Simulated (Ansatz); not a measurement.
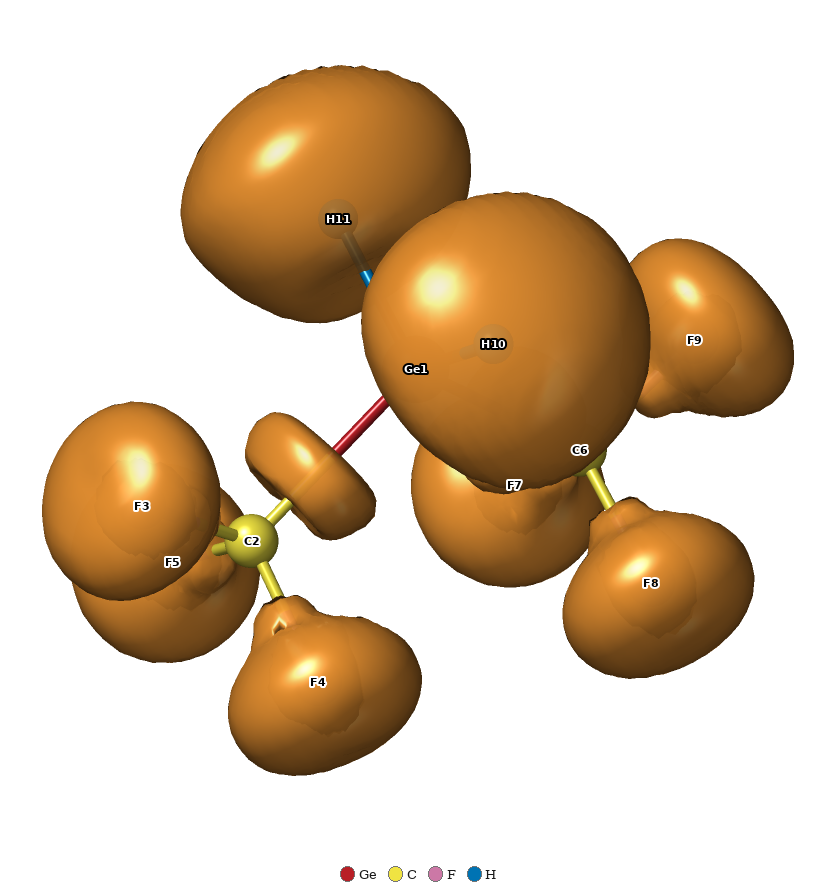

Figure 1: C₂H₂F₆Ge (Ge(CF3)2H2). Isosurface of the electron localisation function at 0.75 (orange), seen at a tilt. Core shells and regions of very low density are left out.

Geometry: r2SCAN-D4/def2-SVP.

All numbers below come from RKS PBE0-D4/def2-TZVP (Ansatz).

```xyz
11

Ge   -0.7157    0.0108   -0.5078
C    -0.6613   -0.0178    1.4825
F    -1.8965    0.1143    2.0038
F     0.0926    0.9853    1.9663
F    -0.1480   -1.1711    1.9459
C     1.1808    0.0090   -1.1138
F     1.8448   -1.0633   -0.6461
F     1.8335    1.1061   -0.6917
F     1.2609   -0.0184   -2.4582
H    -1.3864    1.3010   -0.9726
H    -1.4048   -1.2561   -1.0083
```

**Where are the electrons localised?**

The surface consists of two regions around hydrogen nuclei, two lobes of the valence shell of C pointing towards Ge (polar bonds) and six regions on F in which the atom's valence shell and bonds are merged. Along the contacts the grid gives the following. C–F (1.34 Å): the ELF peaks at about 0.85 between the atoms: a polar covalent bond. C–Ge (1.99 Å): the ELF peaks at about 1 in the valence shell of C, 0.7 Å from its nucleus, and is about 0.80 at the midpoint.
